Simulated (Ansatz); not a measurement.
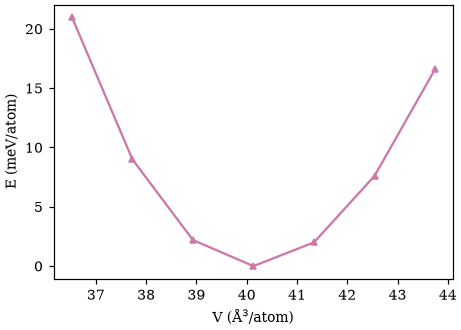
*Ca (fcc (Cu type), space group No. 225) under volume change, plane-wave PAW PBE+D3(BJ) (Ansatz code), scaled uniformly.*

Question: What does a third-order Birch–Murnaghan fit give for V₀, B₀ and B′?

Answer: V₀ = 40.13 Å³/atom, B₀ = 18.3 GPa, B′ = 3.0.

Space group Fm-3m (fcc (Cu type)). The cell was relaxed with PBE+D3(BJ) under the symmetry of its start. The pairwise dispersion correction was not fitted to metals.

Potentials: the later of the program's two PAW sets.
